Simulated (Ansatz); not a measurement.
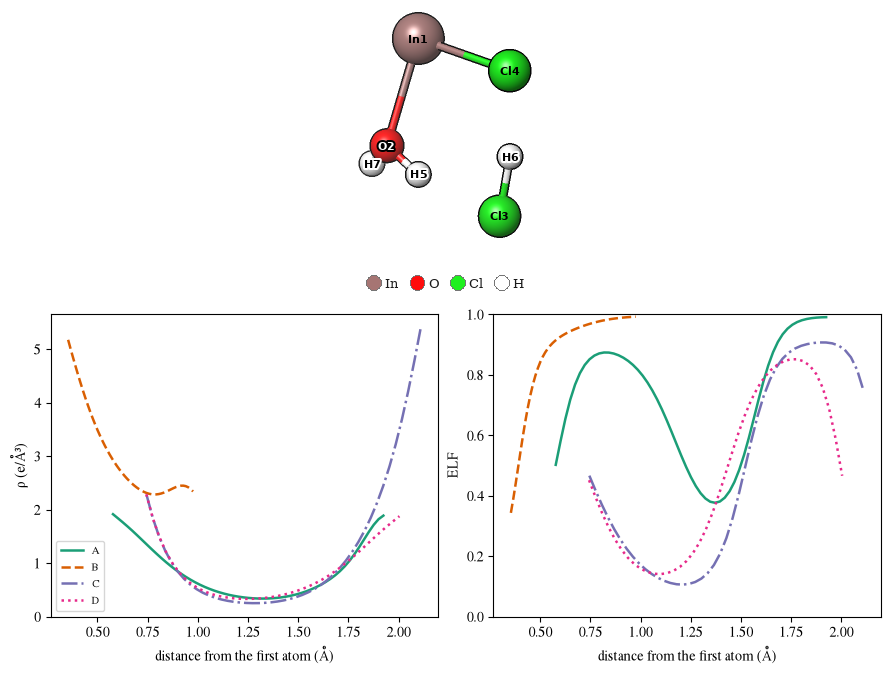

Figure 1: ClH2InO···HCl. Electron density and ELF along straight lines between neighbouring atoms. The curves leave out the atomic cores. The structure is drawn too.

Core potentials replace the inner electrons of In.

Theory: Ansatz, RKS PBE/def2-SVP.

Input

```
crystal:
  periodic: [false, false, false]
  atoms:
    - { symbol: In, position_ang: [0.67554, -2.123391, 0.572264] }
    - { symbol: O, position_ang: [1.320259, -0.326484, -0.277067] }
    - { symbol: Cl, position_ang: [-1.501743, 1.130962, -1.294357] }
    - { symbol: Cl, position_ang: [-0.728526, 0.33335, 1.919645] }
    - { symbol: H, position_ang: [-0.681285, 0.719417, -0.260561] }
    - { symbol: H, position_ang: [-0.725137, 0.570775, 0.54168] }
    - { symbol: H, position_ang: [1.640893, -0.30453, -1.201503] }
basis:
  gaussian: { orbitals: def2-SVP }
hamiltonian:
  xc: pbe
relax:
  f_tol: 0.03
  max_steps: 50
output:
  orbitals: {}
```

Launched as:

```sh
ansatz run input.yaml --threads 2 --pin off --max-ram 3072MiB --backend cpu --events-out ev --progress --plain --runs-dir out
```

The fields are those of the relaxed geometry.

Question: Which curve belongs to which contact (Cl–H, In–Cl, In–O and O–H)? The first atom named is at distance zero.

Answer: Curve A: Cl4···H6 (1.92 Å): the density falls to about 0.34 e/Å³ on the way; the ELF climbs to about 0.95 towards the hydrogen, as it does in any bond to H. Curve B: O–H (0.98 Å): the density is about 3.6 e/Å³ at the midpoint; the ELF climbs to about 1 towards the hydrogen (an ordinary covalent bond to hydrogen). Curve C: In–O (2.48 Å): ρ at the midpoint is about 0.26 e/Å³; the ELF is about 0.10 at the midpoint. Curve D: In–Cl (2.59 Å): the density is about 0.34 e/Å³ at the midpoint; the ELF peaks at about 0.85 in the valence shell of Cl, 0.8 Å from its nucleus, and drops to about 0.15 between the two atoms.
